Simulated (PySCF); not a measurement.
# CKN: field gradients at the nuclei

Aim: the electric field gradients and quadrupole couplings of CKN at several levels. Each job file holds the settings and the coordinates that a driver script hands to the program.

Program: PySCF 2.14.0, density-fitted response routines. Level of theory: the levels named in each step. These are calculated values, not measurements.

### 1 The starting structure

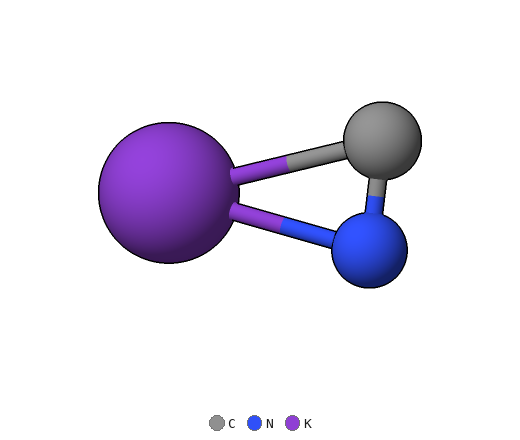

Start, viewed from a chosen angle; carbon grey, nitrogen blue, potassium purple.

Coordinates:

```xyz
3

C    -0.3278    0.1569   -1.5236
N     0.4237   -0.6667   -1.2082
K    -0.0511    0.1906    0.9009
```

### 2 Geometry, PBE0-D3(BJ)/def2-TZVP

Input file job.txt:

```
{"job": {"xc": "PBE0", "basis": "def2-TZVP", "d3": "d3bj", "grid": 2, "kind": "geom"}, "charge": 0, "multiplicity": 1}
C     -0.327820     0.156860    -1.523630
N      0.423690    -0.666660    -1.208200
K     -0.051080     0.190640     0.900880
```

Log:

```text
step   0  E = -692.52965766  max force = 0.039324
step   1  E = -692.53739681  max force = 0.010380
step   2  E = -692.53818473  max force = 0.003497
step   3  E = -692.53829979  max force = 0.000727
step   4  E = -692.53830535  max force = 0.000500
step   5  E = -692.53830873  max force = 0.000607
step   6  E = -692.53831694  max force = 0.000658
step   7  E = -692.53832385  max force = 0.000496
step   8  E = -692.53832640  max force = 0.000206
optimisation converged
```

Run time: 12 s. Hardware: 2 threads of Arm Neoverse V1, shared host; peak memory 0.35 GiB.

It ended at:

```xyz
3

C    -0.3255    0.1361   -1.6403
N     0.4241   -0.6805   -1.2652
K    -0.0538    0.2252    1.0746
```

### 3 Field gradients, PBE0/def2-TZVPP

Input file job.txt:

```
{"job": {"kind": "efgt", "xc": "PBE0", "basis": "def2-TZVPP"}, "charge": 0, "multiplicity": 1}
C     -0.325512     0.136138    -1.640315
N      0.424135    -0.680504    -1.265194
K     -0.053833     0.225206     1.074559
```

Log:

```text
coarse grid: 4560 points
cycle   1  E = -692.4936819541  dE =  4.728e-02  |g| = 4.144e-01  |ddm| = 1.535e+00
cycle   2  E = -692.4309276667  dE =  6.275e-02  |g| = 6.849e-01  |ddm| = 8.455e-01
cycle   3  E = -692.5377253613  dE = -1.068e-01  |g| = 1.518e-01  |ddm| = 4.825e-01
cycle   4  E = -692.5431364235  dE = -5.411e-03  |g| = 2.379e-02  |ddm| = 1.063e-01
cycle   5  E = -692.5432708265  dE = -1.344e-04  |g| = 2.832e-03  |ddm| = 1.663e-02
cycle   6  E = -692.5432726099  dE = -1.783e-06  |g| = 6.470e-04  |ddm| = 2.174e-03
final grid: 48064 points
cycle   7  E = -692.5369065378  dE = -2.226e-05  |g| = 3.546e-03  |ddm| = 2.189e-02
cycle   8  E = -692.5369070196  dE = -4.818e-07  |g| = 3.152e-03  |ddm| = 5.834e-03
cycle   9  E = -692.5369096382  dE = -2.619e-06  |g| = 2.473e-04  |ddm| = 2.753e-03
cycle  10  E = -692.5369096409  dE = -2.711e-09  |g| = 2.228e-04  |ddm| = 2.608e-04
cycle  11  E = -692.5369096512  dE = -1.027e-08  |g| = 4.607e-05  |ddm| = 1.266e-04
cycle  12  E = -692.5369096516  dE = -4.675e-10  |g| = 3.518e-06  |ddm| = 3.279e-05
converged SCF energy = -692.5369096516

Field-gradient tensors (au): xx yy zz xy xz yz
  0 C    -0.10215   -0.20003    0.30218    0.56549   -0.25543    0.28028
  1 N    -0.11762   -0.22898    0.34660    0.63994   -0.28653    0.31530
  2 K     0.13759    0.11416   -0.25175    0.01262    0.03562   -0.10053
```

Wall time 1.1 s (2 threads of Arm Neoverse V1, shared host); peak memory 0.37 GiB.

### 4 Field gradients, PBE/def2-TZVPP

Input file job.txt:

```
{"job": {"kind": "efgt", "xc": "PBE", "basis": "def2-TZVPP"}, "charge": 0, "multiplicity": 1}
C     -0.325512     0.136138    -1.640315
N      0.424135    -0.680504    -1.265194
K     -0.053833     0.225206     1.074559
```

Log:

```text
coarse grid: 4560 points
cycle   1  E = -692.4322942146  dE =  9.107e-02  |g| = 4.729e-01  |ddm| = 1.569e+00
cycle   2  E = -691.8598916137  dE =  5.724e-01  |g| = 1.398e+00  |ddm| = 1.946e+00
cycle   3  E = -692.4938907546  dE = -6.340e-01  |g| = 1.292e-01  |ddm| = 1.710e+00
cycle   4  E = -692.4883757771  dE =  5.515e-03  |g| = 2.051e-01  |ddm| = 1.835e-01
cycle   5  E = -692.4978444040  dE = -9.469e-03  |g| = 2.127e-02  |ddm| = 1.266e-01
cycle   6  E = -692.4979811026  dE = -1.367e-04  |g| = 5.039e-03  |ddm| = 2.202e-02
cycle   7  E = -692.4979878802  dE = -6.778e-06  |g| = 1.237e-03  |ddm| = 5.224e-03
final grid: 48064 points
cycle   8  E = -692.4896947749  dE = -3.331e-05  |g| = 5.336e-03  |ddm| = 3.282e-02
cycle   9  E = -692.4896890913  dE =  5.684e-06  |g| = 6.560e-03  |ddm| = 1.199e-02
cycle  10  E = -692.4897016180  dE = -1.253e-05  |g| = 6.896e-04  |ddm| = 7.494e-03
cycle  11  E = -692.4897017495  dE = -1.315e-07  |g| = 1.402e-04  |ddm| = 7.294e-04
cycle  12  E = -692.4897017524  dE = -2.952e-09  |g| = 9.901e-05  |ddm| = 1.366e-04
cycle  13  E = -692.4897017544  dE = -1.988e-09  |g| = 3.275e-05  |ddm| = 6.185e-05
cycle  14  E = -692.4897017547  dE = -2.381e-10  |g| = 1.670e-06  |ddm| = 2.041e-05
converged SCF energy = -692.4897017547

Field-gradient tensors (au): xx yy zz xy xz yz
  0 C    -0.09652   -0.18772    0.28424    0.53574   -0.24731    0.27129
  1 N    -0.11548   -0.22370    0.33919    0.61234   -0.26785    0.29603
  2 K     0.13251    0.10950   -0.24201    0.01436    0.03344   -0.09605
```

Run time: 1.8 s. Hardware: 2 threads of Arm Neoverse V1, shared host; peak memory 0.38 GiB.

### 5 Field gradients, B3LYP/def2-TZVPP

Input file job.txt:

```
{"job": {"kind": "efgt", "xc": "B3LYP", "basis": "def2-TZVPP"}, "charge": 0, "multiplicity": 1}
C     -0.325512     0.136138    -1.640315
N      0.424135    -0.680504    -1.265194
K     -0.053833     0.225206     1.074559
```

Log:

```text
coarse grid: 4560 points
cycle   1  E = -692.7874531084  dE =  5.916e-02  |g| = 4.410e-01  |ddm| = 1.575e+00
cycle   2  E = -692.6783144927  dE =  1.091e-01  |g| = 8.143e-01  |ddm| = 9.937e-01
cycle   3  E = -692.8356902262  dE = -1.574e-01  |g| = 1.688e-01  |ddm| = 6.193e-01
cycle   4  E = -692.8422940555  dE = -6.604e-03  |g| = 2.975e-02  |ddm| = 1.201e-01
cycle   5  E = -692.8425161744  dE = -2.221e-04  |g| = 3.716e-03  |ddm| = 2.269e-02
cycle   6  E = -692.8425192915  dE = -3.117e-06  |g| = 7.785e-04  |ddm| = 2.813e-03
final grid: 48064 points
cycle   7  E = -692.8377460519  dE = -2.101e-05  |g| = 2.340e-03  |ddm| = 2.948e-02
cycle   8  E = -692.8377451204  dE =  9.315e-07  |g| = 2.942e-03  |ddm| = 3.972e-03
cycle   9  E = -692.8377470633  dE = -1.943e-06  |g| = 1.234e-03  |ddm| = 2.370e-03
cycle  10  E = -692.8377473717  dE = -3.084e-07  |g| = 2.082e-04  |ddm| = 6.837e-04
cycle  11  E = -692.8377473813  dE = -9.597e-09  |g| = 2.457e-05  |ddm| = 1.430e-04
cycle  12  E = -692.8377473814  dE = -1.226e-10  |g| = 4.510e-06  |ddm| = 2.580e-05
converged SCF energy = -692.8377473814

Field-gradient tensors (au): xx yy zz xy xz yz
  0 C    -0.10364   -0.20408    0.30772    0.57885   -0.26087    0.28585
  1 N    -0.11780   -0.23196    0.34976    0.65409   -0.29229    0.32058
  2 K     0.15059    0.12456   -0.27514    0.01578    0.03818   -0.10930
```

Run time: 1.1 s. Hardware: 2 threads of Arm Neoverse V1, shared host; peak memory 0.38 GiB.

### 6 Field gradients, CAM-B3LYP/def2-TZVPP

Input file job.txt:

```
{"job": {"kind": "efgt", "xc": "CAM-B3LYP", "basis": "def2-TZVPP"}, "charge": 0, "multiplicity": 1}
C     -0.325512     0.136138    -1.640315
N      0.424135    -0.680504    -1.265194
K     -0.053833     0.225206     1.074559
```

Log:

```text
coarse grid: 4560 points
cycle   1  E = -692.7583081615  dE = -3.034e-03  |g| = 4.249e-01  |ddm| = 1.563e+00
cycle   2  E = -692.7285196900  dE =  2.979e-02  |g| = 6.087e-01  |ddm| = 6.859e-01
cycle   3  E = -692.8059343021  dE = -7.741e-02  |g| = 9.567e-02  |ddm| = 3.396e-01
cycle   4  E = -692.8080393845  dE = -2.105e-03  |g| = 1.975e-02  |ddm| = 6.813e-02
cycle   5  E = -692.8081353320  dE = -9.595e-05  |g| = 1.637e-03  |ddm| = 1.802e-02
cycle   6  E = -692.8081365814  dE = -1.249e-06  |g| = 5.037e-04  |ddm| = 2.915e-03
final grid: 48064 points
cycle   7  E = -692.8032310398  dE = -1.664e-05  |g| = 1.612e-03  |ddm| = 2.272e-02
cycle   8  E = -692.8032312477  dE = -2.079e-07  |g| = 1.183e-03  |ddm| = 2.217e-03
cycle   9  E = -692.8032315061  dE = -2.583e-07  |g| = 4.557e-04  |ddm| = 8.182e-04
cycle  10  E = -692.8032315424  dE = -3.631e-08  |g| = 1.549e-04  |ddm| = 2.955e-04
cycle  11  E = -692.8032315482  dE = -5.849e-09  |g| = 1.447e-05  |ddm| = 9.366e-05
cycle  12  E = -692.8032315483  dE = -1.183e-10  |g| = 4.294e-06  |ddm| = 2.274e-05
converged SCF energy = -692.8032315483

Field-gradient tensors (au): xx yy zz xy xz yz
  0 C    -0.10558   -0.20847    0.31404    0.58949   -0.26354    0.28878
  1 N    -0.11726   -0.23152    0.34878    0.65801   -0.29629    0.32442
  2 K     0.15855    0.13140   -0.28995    0.01591    0.04008   -0.11489
```

It took 1.2 s on 2 threads of Arm Neoverse V1, shared host; peak memory 0.38 GiB.

### 7 Field gradients, HF/def2-TZVPP

Input file job.txt:

```
{"job": {"kind": "efgt", "xc": "HF", "basis": "def2-TZVPP"}, "charge": 0, "multiplicity": 1}
C     -0.325512     0.136138    -1.640315
N      0.424135    -0.680504    -1.265194
K     -0.053833     0.225206     1.074559
```

Log:

```text
final grid: 48064 points
cycle   1  E = -691.4906060069  dE = -4.679e-02  |g| = 3.411e-01  |ddm| = 1.491e+00
cycle   2  E = -691.5112820561  dE = -2.068e-02  |g| = 2.663e-01  |ddm| = 4.191e-01
cycle   3  E = -691.5257176586  dE = -1.444e-02  |g| = 4.046e-02  |ddm| = 1.490e-01
cycle   4  E = -691.5263414220  dE = -6.238e-04  |g| = 1.063e-02  |ddm| = 5.523e-02
cycle   5  E = -691.5263815760  dE = -4.015e-05  |g| = 2.193e-03  |ddm| = 1.269e-02
cycle   6  E = -691.5263852482  dE = -3.672e-06  |g| = 6.961e-04  |ddm| = 4.695e-03
cycle   7  E = -691.5263856014  dE = -3.531e-07  |g| = 1.884e-04  |ddm| = 1.666e-03
cycle   8  E = -691.5263856237  dE = -2.229e-08  |g| = 5.041e-05  |ddm| = 3.900e-04
cycle   9  E = -691.5263856263  dE = -2.672e-09  |g| = 2.328e-05  |ddm| = 9.652e-05
cycle  10  E = -691.5263856272  dE = -8.499e-10  |g| = 9.152e-06  |ddm| = 5.306e-05
converged SCF energy = -691.5263856272

Field-gradient tensors (au): xx yy zz xy xz yz
  0 C    -0.11511   -0.23004    0.34514    0.64283   -0.27809    0.30466
  1 N    -0.11527   -0.23843    0.35370    0.71751   -0.33084    0.35678
  2 K     0.16991    0.14093   -0.31083    0.01337    0.04655   -0.12679
```

Run time: 0.3 s. Hardware: 2 threads of Arm Neoverse V1, shared host; peak memory 0.38 GiB.

### 8 The levels side by side

Largest principal value Vzz, in atomic units:

```
    atom  PBE0/def2-TZVPP  PBE/def2-TZVPP  B3LYP/def2-TZVPP  CAM-B3LYP/def2-TZVPP  HF/def2-TZVPP
      C1          -0.8441         -0.8037           -0.8628               -0.8771        -0.9494
      N2          -0.9551         -0.9117           -0.9737               -0.9801        -1.0640
      K3          -0.2809         -0.2698           -0.3067               -0.3230        -0.3485
CPU time            1.3 s           2.7 s             1.2 s                 1.5 s          0.4 s
```

Couplings eQVzz/h in MHz (234.9647 × Q in barn × Vzz), with Q = 0.02044 (14N), 0.0603 (39K):

```
     nucleus  PBE0/def2-TZVPP  PBE/def2-TZVPP  B3LYP/def2-TZVPP  CAM-B3LYP/def2-TZVPP  HF/def2-TZVPP
14N (atom 2)           -4.587          -4.379            -4.676                -4.707         -5.110
39K (atom 3)           -3.980          -3.822            -4.346                -4.577         -4.938
```

### 9 Results

| quantity | value |
| --- | --- |
| coupling of 14N (atom 2), PBE0/def2-TZVPP | -4.587 MHz |
| coupling of 39K (atom 3), PBE0/def2-TZVPP | -3.980 MHz |

**Reading.** The largest coupling, that of 14N, runs from -5.110 (HF/def2-TZVPP) to -4.379 MHz (PBE/def2-TZVPP). The gradients are non-relativistic, at the equilibrium geometry and in principal axes; measured couplings hold vibrational averaging and refer to the inertial axes. The def2 sets are stiff near the nuclei, which limits their accuracy.
